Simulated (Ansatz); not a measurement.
# What La3InB (Pm-3m) distorts into

Which phase does La3InB (Pm-3m) fall into along its unstable mode, and how much energy does it gain?

Calculated with Ansatz 0.2.0; DFT PBEsol, scalar-relativistic, plane waves, PAW; PAW set soft_1.

### Step 1. Set-up

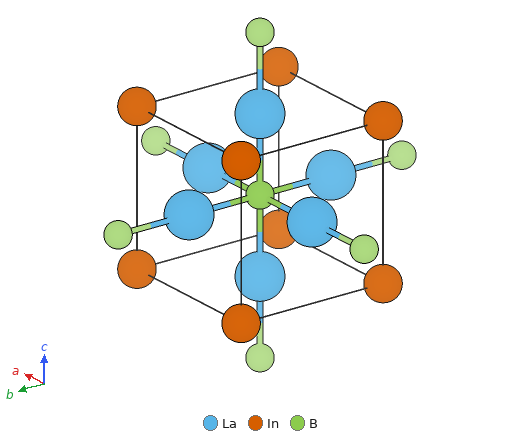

The cell as given, from a free direction (lanthanum blue, indium orange, boron green). Some periodic images of atoms are drawn too.

### Step 2. Phonons on a q mesh

The cell comes from relaxations at this level that are not shown. Stability and thermal properties need the whole zone. Linear response on a 2×2×2 q mesh gives force constants as far as a supercell of that size would.

Contents of input.yaml:

```yaml
crystal:
  lattice:
    - [5.2472787968, 0.0, 0.0]
    - [0.0, 5.2472787968, 0.0]
    - [0.0, 0.0, 5.2472787968]
  atoms:
    - { symbol: La, position: [0.5, 0.0, 0.5] }
    - { symbol: La, position: [0.5, 0.5, 0.0] }
    - { symbol: La, position: [0.0, 0.5, 0.5] }
    - { symbol: In, position: [0.0, 0.0, 0.0] }
    - { symbol: B, position: [0.5, 0.5, 0.5] }
kpoints:
  mp_grid: { grid: [8, 8, 8] }
hamiltonian:
  xc: pbesol
  pseudopotentials: { kind: paw, azcp: { folder: soft_1 }, xc_functional: pbe }
scf:
  occupations: { method: methfessel_paxton, width: 0.2 }
output:
  eigenvalues: true
phonons:
  method: dfpt
  qmesh: [2, 2, 2]
  temperatures: { t_max: 1000, t_step: 50 }
  qpath:
    path:
      - [[0.0, 0.0, 0.0], [0.0, 0.5, 0.0], [0.5, 0.5, 0.0], [0.0, 0.0, 0.0], [0.5, 0.5, 0.5], [0.0, 0.5, 0.0]]
      - [[0.5, 0.5, 0.5], [0.5, 0.5, 0.0]]
    npoints: 10
```

Launch:

```sh
$ ansatz run input.yaml --threads 4 --pin off --max-ram 10240MiB --backend cpu --events-out ev --progress --plain --runs-dir out
```

Numbers of over 12 decimals in the logs are rounded to 6 here.

What it wrote:

```text
Engine: ansatz 0.2.0, x86_64-unknown-linux-gnu
Pseudopotentials: kind: paw
Pseudopotential: La, paw, valence charge 11, recommended cutoff 420 eV (normal), soft_1/La.paw.azcp
Pseudopotential: In, paw, valence charge 13, recommended cutoff 420 eV (normal), soft_1/In.paw.azcp
Pseudopotential: B, paw, valence charge 3, recommended cutoff 420 eV (normal), soft_1/B.paw.azcp
Functional definition: PBEsol
  exchange = pbesol_x
  correlation = pbesol_c
Crystal: 5 atoms, lattice volume = 144.478 Å³
Basis set: ecut = 420 eV, 2801 PW (Γ), exchange–correlation on 72×72×72 points (8 copies of the dense FFT grid, shifted against one another)
Bands: 30, of which v1, the nominal top of the filled ones, is band 25 counted from 1 (24 counted from 0)
Symmetry: 48 space group operations
k-points: 35 of 512
Non-local potential: La, projectors of the file, l = 0: 3, l = 1: 2, l = 2: 2, l = 3: 3
Non-local potential: In, projectors of the file, l = 0: 2, l = 1: 2, l = 2: 2, l = 3: 1
Non-local potential: B, projectors of the file, l = 0: 2, l = 1: 2, l = 2: 1
PAW form: soft (Blöchl's): semilocal exchange-correlation on the pseudo side does not see the compensation charge
PAW frozen core: La, regenerated for the run's functional, and the local potential with it (the file was generated under x = pbe(κ = 0.804, μ = 0.219515), c = pbe(β = 0.066725))
PAW frozen core: In, regenerated for the run's functional, and the local potential with it (the file was generated under x = pbe(κ = 0.804, μ = 0.219515), c = pbe(β = 0.066725))
PAW frozen core: B, regenerated for the run's functional, and the local potential with it (the file was generated under x = pbe(κ = 0.804, μ = 0.219515), c = pbe(β = 0.066725))
PAW one-centre angular grid: La, 590 points (default); XC on 64 Gauss nodes
PAW one-centre angular grid: In, 590 points (default); XC on 64 Gauss nodes
PAW one-centre angular grid: B, 110 points (default); XC on 64 Gauss nodes
Initial density: superposition of atomic densities (chi_scale 0.1, normalization cell, long waves kept (reshape's long-wave potential 0.00 eV rms))
Initial wavefunctions: pseudopotential atomic-orbital guess
Functional: x = pbesol(κ = 0.804, μ = 0.123457), c = pbesol(β = 0.046)
SCF iter   1: F=—  HF=-24168.975786 eV  |F-HF|=—  |Δ(HF+E_count)|=         —  Δρ=6.98e-2  dr2=2.87e1  ethr=3.10e-3  ⟨swp⟩=4.9  Hψ=4930  notcnv=0
preconditioner: auto → Kerker (q_TF=auto, 2.278 Å⁻¹)  [metal: Δε(μ)=0.012 eV  Ē_g=10.939 eV  σ=0.200 eV  W_gap=0.05  n_scr=26 (ndim 8)  ℏωp=20.3 eV  f_vac=0.000  D(μ)=7.02/eV (n_scr^D=80)]
SCF iter   2: F=—  HF=-24164.165746 eV  |F-HF|=—  |Δ(HF+E_count)|=    4.81e0  S|Δr|=    0.00e0  Δρ=2.50e-2  dr2=4.17e0  ethr=3.10e-3  ⟨swp⟩=3.9  Hψ=2390  notcnv=0  defer=6
SCF iter   3: F=—  HF=-24163.371480 eV  |F-HF|=—  |Δ(HF+E_count)|=   7.94e-1  S|Δr|=    0.00e0  Δρ=1.06e-2  dr2=4.45e-1  ethr=3.10e-3  ⟨swp⟩=3.0  Hψ=1869  notcnv=0  defer=5
SCF iter   4: F=—  HF=-24163.261885 eV  |F-HF|=—  |Δ(HF+E_count)|=   1.10e-1  S|Δr|=    0.00e0  Δρ=1.84e-3  dr2=9.85e-3  ethr=9.09e-4  ⟨swp⟩=5.2  Hψ=7367  notcnv=0
automatic band count: the SCF goes on with 35 bands, as 30 were too few: they end inside the smearing window of the response
SCF iter   5: F=—  HF=-24163.260317 eV  |F-HF|=—  |Δ(HF+E_count)|=   1.57e-3  S|Δr|=    0.00e0  Δρ=6.25e-4  dr2=9.24e-4  ethr=2.01e-5  ⟨swp⟩=2.0  Hψ=2337  notcnv=0
SCF iter   6: F=—  HF=-24163.260255 eV  |F-HF|=—  |Δ(HF+E_count)|=   6.19e-5  S|Δr|=    0.00e0  Δρ=2.33e-4  dr2=9.81e-5  ethr=1.88e-6  ⟨swp⟩=2.0  Hψ=1475  notcnv=0
SCF iter   7: F=—  HF=-24163.260227 eV  |F-HF|=—  |Δ(HF+E_count)|=   2.82e-5  S|Δr|=    0.00e0  Δρ=6.68e-5  dr2=9.23e-6  ethr=2.00e-7  ⟨swp⟩=2.0  Hψ=1408  notcnv=0
SCF iter   8: F=—  HF=-24163.260223 eV  |F-HF|=—  |Δ(HF+E_count)|=   3.67e-6  S|Δr|=    0.00e0  Δρ=2.50e-5  dr2=3.35e-6  ethr=1.88e-8  ⟨swp⟩=2.0  Hψ=1553  notcnv=0
SCF iter   9: F=—  HF=-24163.260225 eV  |F-HF|=—  |Δ(HF+E_count)|=   1.62e-6  S|Δr|=    0.00e0  Δρ=6.45e-6  dr2=6.88e-8  ethr=6.83e-9  ⟨swp⟩=2.0  Hψ=1295  notcnv=0
SCF iter  10: F=—  HF=-24163.260225 eV  |F-HF|=—  |Δ(HF+E_count)|=   4.53e-9  S|Δr|=    0.00e0  Δρ=1.79e-6  dr2=1.56e-8  ethr=1.40e-10  ⟨swp⟩=2.0  Hψ=1944  notcnv=0
SCF iter  11: F=—  HF=-24163.260225 eV  |F-HF|=—  |Δ(HF+E_count)|=   1.78e-9  S|Δr|=    0.00e0  Δρ=2.31e-7  dr2=1.06e-10  ethr=3.19e-11  ⟨swp⟩=2.0  Hψ=1306  notcnv=0
SCF iter  12: F=-24163.260225 eV  HF=-24163.260225 eV  |F-HF|=3.64e-12  |Δ(HF+E_count)|=  3.64e-12  S|Δr|=    0.00e0  Δρ=6.26e-8  dr2=4.92e-12  ethr=1.00e-12  ⟨swp⟩=16.7  Hψ=8141  notcnv=0
SCF 1 converged in 12 iterations: F = -24163.260225 eV  dr2 = 4.92e-12
  greatest PAW one-centre occupation: 0.980 electrons in one spin orbital (limit 2), on the In atom at site 3 (counted from 0), in its partial waves of l = 2
phonons: the bands overlap, so this run is a metal and interpolates without the dipole-dipole term. If the crystal is really an insulator or semiconductor, its LO-TO splitting is missing
NSCF: frozen V_eff on 35 k-points
NSCF: frozen V_eff on 125 k-points
DFPT response loops at q = (0, 0, 0) (fractional): preconditioner auto → Kerker (q_TF=auto, 2.278 Å⁻¹) (partly filled bands, converged f_vac=0.000); β = 1.00, the filter's whole step (`scf.mixing.beta` (0.50) is not read by the response loops under this deck's `scf.mixing.preconditioner`; to damp them name `kerker` or `kerker_dos`, under which they read `scf.mixing.beta`, and type it under 1.00, their step now; both keys bind the ground state too); Broyden in place of MSR1
NSCF: frozen V_eff on 250 k-points
DFPT response loops at q = (0, 0, -0.5) (fractional): mixed as the last ones told, above
NSCF: frozen V_eff on 250 k-points
DFPT response loops at q = (0, -0.5, -0.5) (fractional): mixed as the last ones told, above
NSCF: frozen V_eff on 250 k-points
DFPT response loops at q = (-0.5, -0.5, -0.5) (fractional): mixed as the last ones told, above
SCF converged after 12 iterations
Stability not checked: this state was not tested for a lower state beside it, because cold or Methfessel-Paxton smearing, or corrected tetrahedra, fill the levels in a way that the test cannot read (fill_not_monotonic; see scf.lower_state_search)
Free energy (F): -24163.260225 eV
Harris-Foulkes:  -24163.260225 eV  (|F-HF|=3.64e-12)
Internal energy: -24163.255790 eV  (E = F + TS)
E sigma→0 (E₀):  -24163.259116 eV
Entropy (-TS):   -0.004435 eV (-0.887 meV/atom)
Fermi energy:    10.105597 eV
--- Per-component energies (eV) ---
  E_band       = -147.162896
  E_kinetic    = 823.425759
  E_local      = -2107.724151  (includes V_loc(G=0)·N_el)
  E_nonlocal   = 603.902491
  E_hartree    = 797.859638
  E_xc         = -599.406350
  E_vxc        = -561.576014  (∫ρ·V_xc dr)
  E_paw        = -20197.967827  (= ΣΔE_a)
  E_vpaw       = -500.910402  (= ΣTr[D̂ρ^β])
  E_aug_tail   = 0.000143  (compensation charges beyond the density's cutoff)
  E_ewald      = -3484.103216
  E_core_change = 0.757723  (= ΣΔE_core)
  E_smearing   = -0.004435  (= −TS)
  E_closure    = -0.000000  (closes the sum)
  Σ components = -24163.260225   (vs F -24163.260225, Δ=0.00e0)
--- Band table (eV; the first three rows and the last of 35) ---
  k-point 0: bands = [... 21 lower, 9.7628, 9.7628, 9.7628, 11.0660, 11.0660, 11.0660, 11.2471, 11.2471, ... 6 higher]
  k-point 1: bands = [... 21 lower, 9.7716, 9.7973, 9.8698, 10.7531, 10.9828, 10.9828, 11.1176, 11.2962, ... 6 higher]
  k-point 2: bands = [... 21 lower, 9.7912, 9.8885, 9.9377, 10.2515, 10.7531, 10.7531, 11.1825, 11.5226, ... 6 higher]
  k-point 34: bands = [... 21 lower, 7.6367, 10.5696, 10.5696, 10.5696, 11.7760, 11.7760, 11.7760, 11.9281, ... 6 higher]
--- Phonons (Γ-DFPT): 4 representative perturbations + reference (Σ response iterations 13) ---
  ASR residual: 4.666e-5 → 0.000e0 eV/Å²; symmetrization residual: 2.239e-6 eV/Å²
  ASR residual per site (eV/Å²): 2.86e-5 2.86e-5 2.86e-5 1.03e-5 4.67e-5
  Γ frequencies (cm⁻¹): -118.01 -118.01 -118.01 -59.91 -59.91 -59.91 0.00 0.00 0.00 66.96 66.96 66.96 161.96 161.96 161.96
--- Phonons (arbitrary-q DFPT): 4 irreducible q on the 2×2×2 mesh ---
  q = [0.0000, 0.0000, 0.0000] (star 1, of the zone-centre solve; hermiticity 6.29e-7, symmetrization 7.35e-12): -118.01 -118.01 -118.01 -59.91 -59.91 -59.91 -0.00 -0.00 0.00 66.96 66.96 66.96 161.96 161.96 161.96
  q = [0.0000, 0.0000, -0.5000] (star 3, 9 solved perturbations in 975 linear systems a pass and spin channel, the states on 125 of 512 k-point pairs; hermiticity 3.34e-7, symmetrization 6.23e-8): -12.61 -12.61 36.81 41.96 41.96 72.80 72.80 73.00 78.09 82.87 82.87 142.90 305.23 305.23 329.73
  q = [0.0000, -0.5000, -0.5000] (star 3, 9 solved perturbations in 975 linear systems a pass and spin channel, the states on 125 of 512 k-point pairs; hermiticity 3.44e-7, symmetrization 3.03e-8): 18.34 53.62 53.62 61.91 61.91 69.83 69.99 69.99 78.86 89.22 130.90 144.85 349.51 361.79 361.79
  q = [-0.5000, -0.5000, -0.5000] (star 1, 4 solved perturbations in 350 linear systems a pass and spin channel, the states on 125 of 512 k-point pairs; hermiticity 4.23e-7, symmetrization 5.82e-9): -3.70 -3.70 -3.70 53.97 53.97 53.97 95.68 95.68 95.68 128.07 128.07 166.23 410.30 410.30 410.30
  sum rule: each row above includes the acoustic sum rule's correction from the zone centre's row sums; it moved no ω² by more than (1.08 cm⁻¹)²
  mesh force constants: q→R imaginary residual 1.96e-18; ASR residual 4.666e-5 → 0.000e0 eV/Å²; symmetrization residual 1.066e-14 eV/Å²
  interpolated dispersion: 62 rows × 15 modes
  density of states and harmonic sums: on the 12×12×12 q-mesh, interpolated from the force constants of a 2×2×2 supercell (no non-analytic term)
  largest difference from the sums on the solved wave vectors: F 3.93e-1 eV, S 5.07e-4 and C_V 1.14e-4 eV/K
  zero-point energy: 0.108801 eV/cell   skipped modes (ω ≤ 0): 101, of them read as no rigid motion or as one in doubt: 98 (9.253e-1 modes/cell left out, lowest -118.01 cm⁻¹)   left out of the sums: 6.18e-2 of the cell's modes: C_V's classical limit lies that fraction below 3 k_B per atom; for a crystal, a wire or a layer, F and S can be off by more, and a phonons.interpolated_qmesh denser along its periods is the remedy for the sampling
```

It took 4.7 min on 4 threads of AMD EPYC 9B14 (Zen 4), shared host; peak memory 2.1 GiB.

This step gave:

```
volume per atom                                         : 28.90 Å³
gap on the k-mesh                                       : 0 eV
sum-rule residual before enforcement                    : 4.67e-5 eV/Å²
lowest frequency on the path                            : -118.0 cm⁻¹
point group                                             : m-3m
highest frequency on the path or at a solved wavevector : 410.3 cm⁻¹
highest optical mode at the zone centre (no LO-TO term) : 162.0 cm⁻¹
lowest optical zone-centre mode                         : -118.0 cm⁻¹
lowest mode on the q mesh (acoustic modes at Γ apart)   : -118.0 cm⁻¹
```

Frequencies (cm⁻¹) solved at each irreducible wavevector; negative means imaginary. Frequencies by wavevector, by row:

```csv
q in reciprocal lattice units,star,mode 1,mode 2,mode 3,mode 4,mode 13,mode 14,mode 15
0 0 0,1,-118,-118,-118,-59.9,162,162,162
0 0 -0.5,3,-12.6,-12.6,36.8,42,305.2,305.2,329.7
0 -0.5 -0.5,3,18.3,53.6,53.6,61.9,349.5,361.8,361.8
-0.5 -0.5 -0.5,1,-3.7,-3.7,-3.7,54,410.3,410.3,410.3
```

Interpolated from a 2×2×2 q mesh. Phonon branches along the path, in cm⁻¹:

```csv
point,branch 1,branch 2,branch 3,branch 4,branch 12,branch 13,branch 14,branch 15
Γ,-118,-118,-118,-60,67,162,162,162
X,-13,-13,37,42,143,305,305,330
M,18,54,54,62,145,350,362,362
Γ,-118,-118,-118,-60,67,162,162,162
R,-4,-4,-4,54,166,410,410,410
X,-13,-13,37,42,143,305,305,330
jump to R,-4,-4,-4,54,166,410,410,410
M,18,54,54,62,145,350,362,362
```

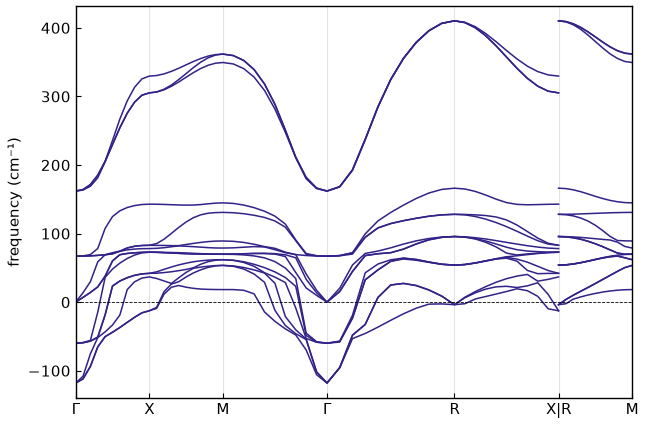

Phonon branches along the path.

Symmetry leaves 4 wavevectors to solve. The lowest mode among them, the acoustic zeros apart, lies at Γ and is imaginary, 118.0i cm⁻¹, so the energy falls along it.

### Step 3. The mode frozen in, largest atomic shift 0 Å

The mode followed lies at Γ with frequency 118.0i cm⁻¹ and is 3-fold degenerate, the softest among the wavevectors solved. At small amplitude the distorted cell has space group no. 38 by a symmetry search on the positions. The undistorted cell that holds it gives the zero of energy on the same k mesh.

input.yaml, the sections that differ from step 2:

```yaml
output:
  forces: true
  stress: true
  eigenvalues: true
# crystal, kpoints, hamiltonian, scf: as in step 2
# phonons: removed
```

What it wrote:

```text
[...]
Crystal: 5 atoms, lattice volume = 144.478 Å³
Basis set: ecut = 420 eV, 2801 PW (Γ), exchange–correlation on 72×72×72 points (8 copies of the dense FFT grid, shifted against one another)
Bands: 30, of which v1, the nominal top of the filled ones, is band 25 counted from 1 (24 counted from 0)
Symmetry: 48 space group operations
[...]
k-points: 35 of 512
[...]
k-point 0: bands = [... 21 lower, 9.7628, 9.7628, 9.7628, 11.0659, 11.0659, 11.0659, 11.2471, 11.2471, ... 1 higher]
  k-point 1: bands = [... 21 lower, 9.7716, 9.7973, 9.8698, 10.7531, 10.9828, 10.9828, 11.1177, 11.2962, ... 1 higher]
  k-point 2: bands = [... 21 lower, 9.7912, 9.8885, 9.9377, 10.2515, 10.7531, 10.7531, 11.1825, 11.5226, ... 1 higher]
  k-point 34: bands = [... 21 lower, 7.6367, 10.5696, 10.5696, 10.5696, 11.7760, 11.7760, 11.7760, 11.9281, ... 1 higher]
[key lines of the parts left out:]
SCF converged after 10 iterations
Free energy (F): -24163.260225 eV
Fermi energy:    10.105594 eV
P = ⅓ Tr σ = -0.0001 GPa (-0.001 kbar)
```

The job ended after 2.1 s (4 threads; peak memory 0.6 GiB).

Numbers from this step:

```
pressure                         : -1.25e-4 GPa
energy from the undistorted cell : 0 meV/atom
```

The run ends at a pressure of 0.00 GPa.

### Step 4. The mode frozen in, largest atomic shift 0.14 Å

The atoms are moved along the unstable eigenvector, the largest shift by 0.14 Å, with the cell fixed.

input.yaml, the sections that differ from step 3:

```yaml
crystal:
  lattice:
    - [5.2472787968, 0.0, 0.0]
    - [0.0, 5.2472787968, 0.0]
    - [0.0, 0.0, 5.2472787968]
  atoms:
    - { symbol: La, position: [0.5, 0.0019742883, 0.4982888082] }
    - { symbol: La, position: [0.5, 0.4982888082, 0.0019742883] }
    - { symbol: La, position: [0.0, 0.4982888082, 0.4982888082] }
    - { symbol: In, position: [0.0, -2.43226e-05, -2.43226e-05] }
    - { symbol: B, position: [0.5, 0.5188659595, 0.5188659595] }
# kpoints, hamiltonian, scf, output: as in step 3
```

What it wrote:

```text
[...]
Crystal: 5 atoms, lattice volume = 144.478 Å³
Basis set: ecut = 420 eV, 2801 PW (Γ), exchange–correlation on 72×72×72 points (8 copies of the dense FFT grid, shifted against one another)
Bands: 30, of which v1, the nominal top of the filled ones, is band 25 counted from 1 (24 counted from 0)
Symmetry: 4 space group operations
[...]
k-points: 105 of 512 (time reversal used)
[...]
k-point 0: bands = [... 21 lower, 9.7316, 9.7364, 9.7619, 11.0676, 11.1170, 11.1204, 11.2463, 11.2583, ... 1 higher]
  k-point 1: bands = [... 21 lower, 9.6959, 9.7966, 9.8707, 10.7802, 11.0011, 11.0098, 11.1185, 11.3158, ... 1 higher]
  k-point 2: bands = [... 21 lower, 9.7334, 9.8752, 10.0220, 10.2521, 10.7651, 10.7773, 11.1816, 11.5324, ... 1 higher]
  k-point 104: bands = [... 21 lower, 7.7157, 10.5691, 10.5710, 10.5718, 11.7503, 11.7715, 11.7793, 11.9169, ... 1 higher]
[key lines of the parts left out:]
SCF converged after 10 iterations
Free energy (F): -24163.263099 eV
Fermi energy:    10.112423 eV
P = ⅓ Tr σ = -0.0499 GPa (-0.499 kbar)
```

Wall time 9.2 s (4 threads); peak memory 0.73 GiB.

Numbers from this step:

```yaml
pressure: -0.04992 GPa
energy_from_the_undistorted_cell: -0.868 meV/atom
```

The energy, extrapolated to zero smearing, is -0.87 meV/atom against the undistorted cell.

The run ends at a pressure of -0.05 GPa, with forces up to 0.11 eV/Å.

### Step 5. Energy along the mode, all amplitudes (two of the runs are shown above)

An imaginary frequency means negative curvature, so the energy should fall and then rise again as anharmonic terms take over.

Numbers from this step:

| Item | Value |
| --- | --- |
| depth at the lowest point sampled | 0.868 meV/atom |
| largest atomic shift at that point | 0.14 Å |

The energy from the parent by largest atomic shift:

```csv
largest atomic shift (Å),energy from the parent (meV/atom)
0.000,0
0.040,-0.15
0.080,-0.513
0.140,-0.868
0.220,1.05
0.320,10.7
```

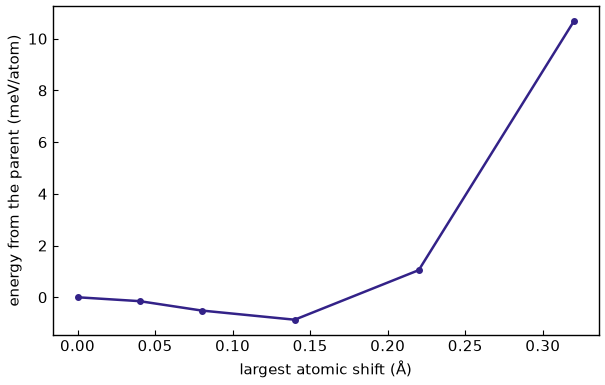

Energy from the parent against largest atomic shift.

Displacement at unit largest shift by atom:

```csv
atom,x (Å),y (Å),z (Å),size
La1,0.000,0.074,-0.064,0.098
La2,0.000,-0.064,0.074,0.098
La3,0.000,-0.064,-0.064,0.091
In4,0.000,-0.001,-0.001,0.001
B5,0.000,0.707,0.707,1.000
```

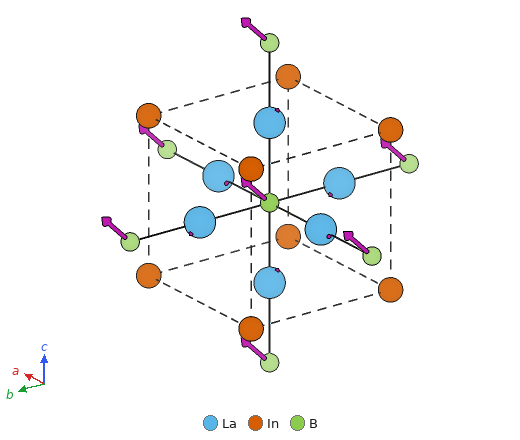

Displacement at unit largest shift as arrows, the longest 1.000 Å. Some periodic images of atoms are drawn too.

The lowest of the steps tried is at 0.14 Å, 0.868 meV/atom below the parent; the bottom of the well need not coincide with a step.

[end of part 1 of 3]

[Logs are printed without paths, hosts, clocks, repeated set-up lines and the standing remarks that a program may print on its own settings, such as how far it seeks lower states.]

[Hosts, paths, dates, database ids (printed as entryN), source tags and the programs' standing remarks are cut or masked in the printed files.]
